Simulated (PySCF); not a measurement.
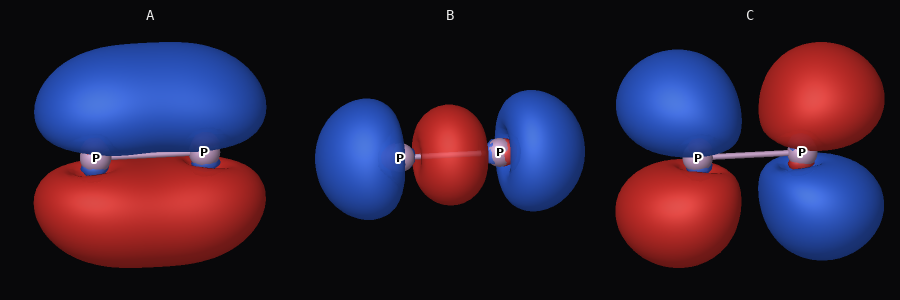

P$_{2}$. Three frontier orbitals, each drawn at the value that holds 80 % of its norm (blue and red are the two phases), in no order; of a degenerate pair one member is drawn.

Level of theory: PBE0/def2-TZVPPD, non-relativistic Hamiltonian with scalar-relativistic core potentials where named, at a bond length of 1.883 Å in PySCF.

**Name the orbitals and rank them from lowest to highest energy.**

Orbital B: σg, occupied, −8.36 eV; with no node between the nuclei.
Orbital A: πu, occupied, −8.12 eV; with no node between the nuclei, bonding.
Orbital C: πg, empty, −2.58 eV; antibonding, with a node between the atoms.
